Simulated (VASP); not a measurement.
# TaSi2: structure and properties in VASP, part 3 of 4

Aim: relax TaSi2, then compute properties on the relaxed cell. The start is a cell from a database of measured crystal structures.

VASP 6.6.1; vdW-DF2; plane waves and PAW (Ta_pv, Si).

Still holding for the runs below: This run has no spin polarisation. Its electron count is odd, so without a moment it is a metal by construction.

So far. Step 3 (Second relaxation): It ends with a largest force of 0.005 eV/Å and a pressure of -0.01 GPa. The volume moved by only 0.10 %, so the volume is settled. Step 4 (Single point with fields (vdW-DF2)): In this run the pressure is -0.01 GPa, small enough to go on. The relaxed cell has a = 4.911, c = 6.695 Å (conventional setting).

The database entry behind the starting cell has ideal inner coordinates that were not refined, so it need not match the best structure at ambient conditions.

## Step 5: Band structure (vdW-DF2)

Levels along the symmetry lines show where the bands peak and cross; KPOINTS_OPT computes them in the converged potential.

INCAR

```
SYSTEM = TaSi2
PREC = Accurate
ENCUT = 400
EDIFF = 1E-06
NELM = 100
ISMEAR = 0
SIGMA = 0.05
LREAL = .FALSE.
ALGO = Normal
GGA = ML
AGGAC = 0
LUSE_VDW = .TRUE.
ZAB_VDW = -1.8867
LASPH = .TRUE.
NBANDS = 50
LORBIT = 11
LWAVE = .FALSE.
LCHARG = .FALSE.
KPAR = 4
```

POSCAR

```
TaSi2
1.0
    4.9110280863      0.0000000000      0.0000000000
   -2.4555140432      4.2530750815      0.0000000000
    0.0000000000      0.0000000000      6.6952973618
Ta Si
3 6
Direct
    0.0000000000      0.5000000000      0.1666666667
    0.5000000000      0.5000000000      0.8333333333
    0.5000000000      0.0000000000      0.5000000000
    0.3175932951      0.1587966475      0.1666666667
    0.1587966475      0.8412033525      0.8333333333
    0.8412033525      0.6824067049      0.5000000000
    0.6824067049      0.8412033525      0.1666666667
    0.8412033525      0.1587966475      0.8333333333
    0.1587966475      0.3175932951      0.5000000000
```

KPOINTS

```
Automatic mesh
0
Gamma
5 5 4
0 0 0
```

KPOINTS_OPT

```
Line mode
12
Line-mode
Reciprocal
  0.00000000   0.00000000   0.00000000 GAMMA
  0.50000000   0.00000000   0.00000000 M

  0.50000000   0.00000000   0.00000000 M
  0.33333333   0.33333333   0.00000000 K

  0.33333333   0.33333333   0.00000000 K
  0.00000000   0.00000000   0.00000000 GAMMA

  0.00000000   0.00000000   0.00000000 GAMMA
  0.00000000   0.00000000   0.50000000 A

  0.00000000   0.00000000   0.50000000 A
  0.50000000   0.00000000   0.50000000 L

  0.50000000   0.00000000   0.50000000 L
  0.33333333   0.33333333   0.50000000 H

  0.33333333   0.33333333   0.50000000 H
  0.00000000   0.00000000   0.50000000 A

  0.50000000   0.00000000   0.50000000 L
  0.50000000   0.00000000   0.00000000 M

  0.33333333   0.33333333   0.00000000 K
  0.33333333   0.33333333   0.50000000 H
```

PAW data sets: Ta_pv and Si (PBE family, release 64).

Launch:

```console
mpirun -np 4 vasp_std
```

Log:

```text
[... set-up lines as in an earlier step ...]
 entering main loop
       N       E                     dE             d eps       ncg     rms          rms(c)
DAV:   1     0.356119237501E+03    0.35612E+03   -0.22925E+04  1516   0.864E+02
DAV:   2    -0.332276492135E+02   -0.38935E+03   -0.37338E+03  1690   0.260E+02
DAV:   3    -0.491821268780E+02   -0.15954E+02   -0.15621E+02  1912   0.503E+01
DAV:   4    -0.494014442909E+02   -0.21932E+00   -0.21858E+00  1832   0.610E+00
DAV:   5    -0.494043271567E+02   -0.28829E-02   -0.28816E-02  1912   0.723E-01    0.262E+01
DAV:   6    -0.468587726172E+02    0.25456E+01   -0.72556E+00  1786   0.117E+01    0.108E+01
DAV:   7    -0.468491993282E+02    0.95733E-02   -0.75283E-01  1738   0.320E+00    0.516E+00
DAV:   8    -0.468656801462E+02   -0.16481E-01   -0.94578E-02  1746   0.145E+00    0.453E-01
DAV:   9    -0.468693933134E+02   -0.37132E-02   -0.62258E-03  1912   0.316E-01    0.228E-01
DAV:  10    -0.468711827671E+02   -0.17895E-02   -0.33919E-03  1638   0.243E-01    0.447E-02
DAV:  11    -0.468712252219E+02   -0.42455E-04   -0.10990E-04  1872   0.471E-02    0.204E-02
DAV:  12    -0.468712437667E+02   -0.18545E-04   -0.54300E-05  1634   0.320E-02    0.642E-03
DAV:  13    -0.468712457919E+02   -0.20252E-05   -0.30377E-06  1668   0.716E-03    0.246E-03
DAV:  14    -0.468712466270E+02   -0.83518E-06   -0.21868E-06  1476   0.615E-03
   1 F= -.46871247E+02 E0= -.46870139E+02  d E =-.221584E-02
 Start KPOINTS_OPT (optional k-point list driver)
k-point batch [1-15\108]
       N       E                     dE             ncg
DAV:   1     0.138285117030E+04   -0.98477E+04     1516
DAV:   2    -0.445334489496E+04   -0.58362E+04     1706
DAV:   3    -0.469042631600E+04   -0.23708E+03     1872
DAV:   4    -0.469383488094E+04   -0.34086E+01     1800
DAV:   5    -0.469388253827E+04   -0.47657E-01     1902
DAV:   6    -0.469388374347E+04   -0.12052E-02     1852
DAV:   7    -0.469388378226E+04   -0.38786E-04     1952
DAV:   8    -0.469388378330E+04   -0.10393E-05     1458
DAV:   9    -0.469388378339E+04   -0.95928E-07     1184
[...]
k-point batch [106-108\108]
       N       E                     dE             ncg
DAV:   1     0.166026576386E+05   -0.39787E+04      300
DAV:   2     0.154320628209E+05   -0.11706E+04      330
DAV:   3     0.153841469072E+05   -0.47916E+02      368
DAV:   4     0.153834643385E+05   -0.68257E+00      358
DAV:   5     0.153834537846E+05   -0.10554E-01      366
DAV:   6     0.153834534899E+05   -0.29472E-03      360
DAV:   7     0.153834534813E+05   -0.86692E-05      366
DAV:   8     0.153834534809E+05   -0.32824E-06      272
```

Wall time 3.4 min (4 MPI ranks of Intel Xeon Platinum 8488C (Sapphire Rapids), shared host); peak memory 2 GiB.

Parts of OUTCAR (step 5):

```text
   k-points           NKPTS =     15   k-points in BZ     NKDIM =     15   number of bands    NBANDS=     50

   NELECT =      57.0000    total number of electrons

 E-fermi :   8.6377

 k-point     1 :       0.0000    0.0000    0.0000
  band No.  band energies     occupation
    ...
     25       6.4107      2.00000
     26       6.4107      2.00000
     27       6.6745      2.00000
     28       6.6745      2.00000
     29       7.3005      2.00000
     30       9.5322      0.00000
     31      11.5170      0.00000
     32      11.5170      0.00000
     33      11.5269      0.00000
     34      11.8084      0.00000
    ...

Total vdW correction in eV:      5.7721911

  Total       -0.0008843     -0.0008843     -0.0346513      0.0000000      0.0000000      0.0000000
  in kB       -0.0101311     -0.0101311     -0.3969948      0.0000000      0.0000000      0.0000000
  external PRESSURE =      -0.1390856 kB  Pullay stress =       0.0000000 kB

 POSITION                                       TOTAL-FORCE (eV/Angst)
 -----------------------------------------------------------------------------------
     -1.22776      2.12654      1.11588        -0.000000     -0.000000      0.000000
      1.22776      2.12654      5.57941        -0.000000     -0.000000      0.000000
      2.45551      0.00000      3.34765        -0.000000     -0.000000      0.000000
      1.16978      0.67537      1.11588        -0.004176     -0.002411      0.000000
     -1.28573      3.57770      5.57941        -0.004176      0.002411     -0.000000
      2.45551      2.90233      3.34765        -0.000000      0.004822     -0.000000
      1.28573      3.57770      1.11588         0.004176      0.002411      0.000000
      3.74125      0.67537      5.57941         0.004176     -0.002411     -0.000000
     -0.00000      1.35075      3.34765         0.000000     -0.004822     -0.000000
 -----------------------------------------------------------------------------------
    total drift:                                0.000000     -0.000000      0.000000

  FREE ENERGIE OF THE ION-ELECTRON SYSTEM (eV)
  ---------------------------------------------------
  free  energy   TOTEN  =       -46.8712466270 eV

  energy  without entropy=      -46.8690307890  energy(sigma->0) =      -46.87013871

Total vdW correction in eV:      5.7721794

[... 14 parts as in an earlier step ...]

[... 2 further parts left out ...]
```

Spin-orbit coupling is off here; with elements this heavy it splits and shifts levels by tenths of an eV or more.

Numbers from this step:

| Property | Result |
| --- | --- |
| bands | 50 |
| pressure | -0.01391 GPa |

Electronic bands along the path, in eV, zero at the Fermi level; # counts the bands kept, so #1 is VASP's band 12:

| point | #15 | #16 | #17 | #18 | #19 | #20 | #21 | #22 |
| --- | --- | --- | --- | --- | --- | --- | --- | --- |
| Γ | -2.23 | -1.96 | -1.96 | -1.34 | 0.89 | 2.88 | 2.88 | 2.89 |
| M | -0.97 | -0.57 | -0.06 | 0.03 | 0.92 | 0.98 | 1.35 | 1.92 |
| K | -1.50 | -1.50 | 0.45 | 0.45 | 0.55 | 1.83 | 1.83 | 2.22 |
| Γ | -2.23 | -1.96 | -1.96 | -1.34 | 0.89 | 2.88 | 2.88 | 2.89 |
| A | -1.87 | -1.67 | -1.67 | 1.15 | 1.15 | 2.19 | 2.19 | 3.15 |
| L | -1.81 | -1.76 | -0.59 | -0.32 | 1.45 | 1.73 | 2.28 | 2.33 |
| H | -0.68 | -0.68 | -0.08 | -0.08 | 0.93 | 1.64 | 1.64 | 2.08 |
| A | -1.87 | -1.67 | -1.67 | 1.15 | 1.15 | 2.19 | 2.19 | 3.15 |
| jump to L | -1.81 | -1.76 | -0.59 | -0.32 | 1.45 | 1.73 | 2.28 | 2.33 |
| M | -0.97 | -0.57 | -0.06 | 0.03 | 0.92 | 0.98 | 1.35 | 1.92 |
| jump to K | -1.50 | -1.50 | 0.45 | 0.45 | 0.55 | 1.83 | 1.83 | 2.22 |
| H | -0.68 | -0.68 | -0.08 | -0.08 | 0.93 | 1.64 | 1.64 | 2.08 |

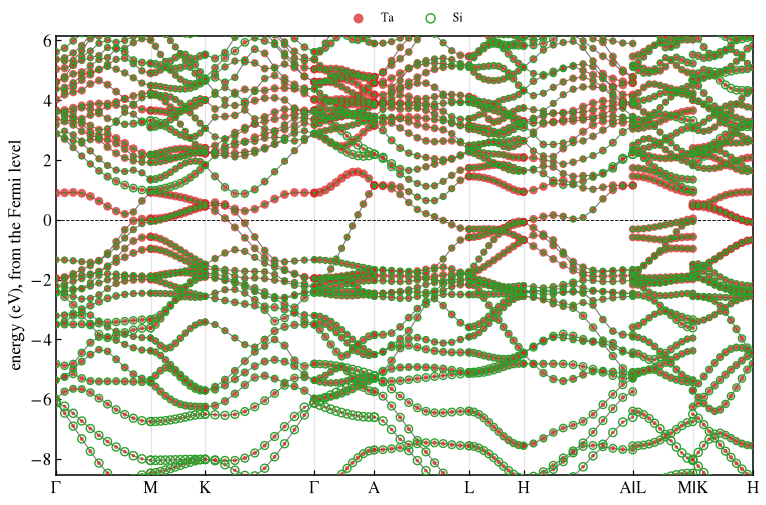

Electronic bands along the path; dots are coloured as in the legend, and their area grows with the weight.

There is no gap at this level.

## Step 6: Total and projected DOS (vdW-DF2)

Here the states are counted by energy and projected on the atoms. The mesh is finer than in the run before.

Changes to INCAR since step 5:

```diff
@@ -5,3 +5,3 @@
 NELM = 100
-ISMEAR = 0
+ISMEAR = -5
 SIGMA = 0.05
@@ -19 +19,2 @@
 KPAR = 4
+NEDOS = 2001
```

POSCAR is that of step 5.

KPOINTS

```
Automatic mesh
0
Gamma
8 8 5
0 0 0
```

Launch:

```console
mpirun -np 4 vasp_std
```

Log:

```text
[... set-up lines as in an earlier step ...]
 entering main loop
       N       E                     dE             d eps       ncg     rms          rms(c)
DAV:   1     0.359910125675E+03    0.35991E+03   -0.23009E+04  3040   0.867E+02
DAV:   2    -0.332148371797E+02   -0.39312E+03   -0.37722E+03  3432   0.262E+02
DAV:   3    -0.492055454174E+02   -0.15991E+02   -0.15676E+02  3822   0.505E+01
DAV:   4    -0.494186312732E+02   -0.21309E+00   -0.21215E+00  3712   0.603E+00
DAV:   5    -0.494214926926E+02   -0.28614E-02   -0.28515E-02  3792   0.720E-01    0.262E+01
DAV:   6    -0.468661577573E+02    0.25553E+01   -0.71491E+00  3600   0.117E+01    0.108E+01
DAV:   7    -0.468605747661E+02    0.55830E-02   -0.75502E-01  3468   0.322E+00    0.512E+00
DAV:   8    -0.468774167110E+02   -0.16842E-01   -0.92575E-02  3646   0.144E+00    0.456E-01
DAV:   9    -0.468811581241E+02   -0.37414E-02   -0.60477E-03  3720   0.315E-01    0.226E-01
DAV:  10    -0.468829122915E+02   -0.17542E-02   -0.33153E-03  3308   0.240E-01    0.459E-02
DAV:  11    -0.468829526650E+02   -0.40374E-04   -0.11398E-04  3736   0.480E-02    0.199E-02
DAV:  12    -0.468829686890E+02   -0.16024E-04   -0.49627E-05  3316   0.305E-02    0.719E-03
DAV:  13    -0.468829709554E+02   -0.22663E-05   -0.36707E-06  3448   0.766E-03    0.245E-03
DAV:  14    -0.468829708889E+02    0.66483E-07   -0.22109E-06  2940   0.623E-03
   1 F= -.46882971E+02 E0= -.46882971E+02  d E =0.000000E+00
 -----------------------------------------------------------------------------
|                                                                             |
|           W    W    AA    RRRRR   N    N  II  N    N   GGGG   !!!           |
|           W    W   A  A   R    R  NN   N  II  NN   N  G    G  !!!           |
|           W    W  A    A  R    R  N N  N  II  N N  N  G       !!!           |
|           W WW W  AAAAAA  RRRRR   N  N N  II  N  N N  G  GGG   !            |
|           WW  WW  A    A  R   R   N   NN  II  N   NN  G    G                |
|           W    W  A    A  R    R  N    N  II  N    N   GGGG   !!!           |
|                                                                             |
|     Tetrahedron method does not include variations of the Fermi             |
|     occupations, so forces and stress will be inaccurate. We suggest        |
|     using a different smearing scheme ISMEAR = 1 or 2 for metals in         |
|     relaxations.                                                            |
|                                                                             |
 -----------------------------------------------------------------------------
```

It took 2.5 min on 4 MPI ranks; peak memory 2.1 GiB.

From OUTCAR (step 6):

```text
   k-points           NKPTS =     30   k-points in BZ     NKDIM =     30   number of bands    NBANDS=     50

   NELECT =      57.0000    total number of electrons

 E-fermi :   8.6263

 k-point     1 :       0.0000    0.0000    0.0000
  band No.  band energies     occupation
    ...
     25       6.4115      2.00000
     26       6.4115      2.00000
     27       6.6721      2.00000
     28       6.6721      2.00000
     29       7.2992      2.00000
     30       9.5316      0.00000
     31      11.5171      0.00000
     32      11.5171      0.00000
     33      11.5264      0.00000
     34      11.8062      0.00000
    ...

Total vdW correction in eV:      5.7727937

  Total        0.3498657      0.3498657     -0.5442705     -0.0000000     -0.0000000     -0.0000000
  in kB        4.0083584      4.0083584     -6.2356253     -0.0000000     -0.0000000     -0.0000000
  external PRESSURE =       0.5936972 kB  Pullay stress =       0.0000000 kB

 POSITION                                       TOTAL-FORCE (eV/Angst)
 -----------------------------------------------------------------------------------
     -1.22776      2.12654      1.11588        -0.000000     -0.000000     -0.000000
      1.22776      2.12654      5.57941        -0.000000      0.000000      0.000000
      2.45551      0.00000      3.34765        -0.000000      0.000000      0.000000
      1.16978      0.67537      1.11588        -0.009941     -0.005739      0.000000
     -1.28573      3.57770      5.57941        -0.009941      0.005739     -0.000000
      2.45551      2.90233      3.34765        -0.000000      0.011478      0.000000
      1.28573      3.57770      1.11588         0.009941      0.005739     -0.000000
      3.74125      0.67537      5.57941         0.009941     -0.005739     -0.000000
     -0.00000      1.35075      3.34765         0.000000     -0.011478     -0.000000
 -----------------------------------------------------------------------------------
    total drift:                                0.000000     -0.000000      0.000000

  FREE ENERGIE OF THE ION-ELECTRON SYSTEM (eV)
  ---------------------------------------------------
  free  energy   TOTEN  =       -46.8829708889 eV

  energy  without entropy=      -46.8829708889  energy(sigma->0) =      -46.88297089

Total vdW correction in eV:      5.7727811

[... 7 parts as in an earlier step ...]

[... 9 further parts left out ...]
```

With tetrahedra the forces and stress of a metal are not exact derivatives of the energy.

Numbers from this step:

```
irreducible k-points   : 30
free energy (TOTEN)    : -46.88 eV
Fermi energy           : 8.626 eV
pressure               : 0.05937 GPa
DOS at the Fermi level : 4.028 states/eV/cell
```

The density of states has structure finer than the step of the table below, so its rows give means over 1 eV, whole bins alone (the curve runs from -12.0 to 2.77 eV). Peaks (eV: height): total -2.5: 11.6, -2.2: 13.0, -1.9: 16.3, 2.2: 10.6; Ta d -2.2: 3.87, -1.9: 5.47, 2.2: 4.70, 2.4: 3.51; Si p -4.8: 1.50, -2.5: 2.19, -2.2: 2.15, -1.9: 2.43; Si s -9.8: 1.000, -9.4: 0.955, -8.5: 1.01, -7.4: 1.22.

States under -12.0 eV and over 2.8 eV are left out. Density of states against energy, zero at the Fermi level; means over each step; values in states/eV/cell:

| energy (eV) | total | Ta d | Si p | Si s |
| --- | --- | --- | --- | --- |
| -11 | 1.53 | 0.0145 | 0.0438 | 0.512 |
| -10 | 1.72 | 0.0391 | 0.0714 | 0.559 |
| -9 | 2.29 | 0.106 | 0.127 | 0.713 |
| -8 | 2.23 | 0.144 | 0.136 | 0.683 |
| -7 | 2.63 | 0.180 | 0.162 | 0.791 |
| -6 | 1.36 | 0.122 | 0.196 | 0.194 |
| -5 | 3.76 | 0.424 | 0.737 | 0.201 |
| -4 | 3.77 | 0.560 | 0.703 | 0.200 |
| -3 | 5.11 | 1.04 | 0.933 | 0.210 |
| -2 | 9.15 | 2.78 | 1.47 | 0.113 |
| -1 | 3.39 | 1.36 | 0.423 | 0.0581 |
| 0 | 2.54 | 1.20 | 0.249 | 0.0514 |
| 1 | 3.22 | 1.33 | 0.338 | 0.231 |
| 2 | 5.44 | 2.11 | 0.642 | 0.353 |

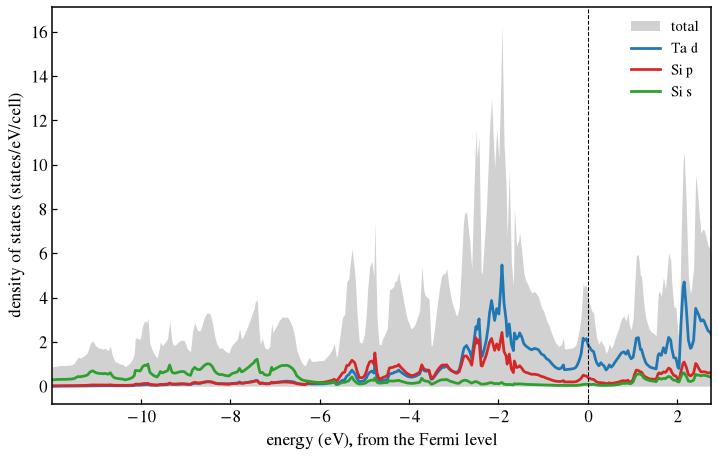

Density of states, plotted against energy.

The finer mesh and the other smearing move the Fermi level by -0.01 eV from the 5×5×4 run, a small shift, which tests the Fermi level alone. Of the states within 0.3 eV of the Fermi level, the largest shares in the PAW spheres are Ta d 47 % and Si p 10 %. The rest lies in smaller channels or between the spheres.

(Continued in part 4 of 4.)

[Lines on the potential files, build, host, timing and source positions are cut from VASP's logs without a mark.]

[Logs are printed without paths, hosts, clocks, repeated set-up lines and the standing remarks that a program may print on its own settings, such as how far it seeks lower states.]

[Hosts, paths, dates, database ids (printed as entryN), source tags and the programs' standing remarks are cut or masked in the printed files.]

[A measured line is paired with the nearest computed mode of its activity, which favours agreement.]
